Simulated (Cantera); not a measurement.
Charge: 1 mol CaCl2, 1 mol H2, held at 10000 Pa.

Equilibrium computed with Cantera from the NASA thermochemical tables; the gas is ideal and each condensed phase is pure. Candidate condensed phases: Ca, CaCl2; 9 gas species. The numbers say what is thermodynamically allowed, not how fast it happens.

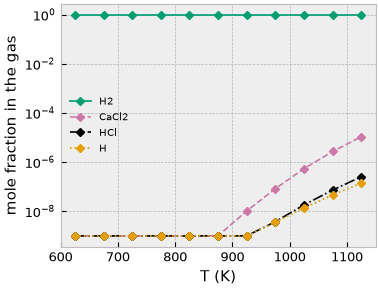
Equilibrium gas composition (values under 1e-9 drawn at 1e-9)

From 625 K to 1025 K the condensed part is CaCl2(s). From 1075 K to 1125 K the condensed part is CaCl2(l).
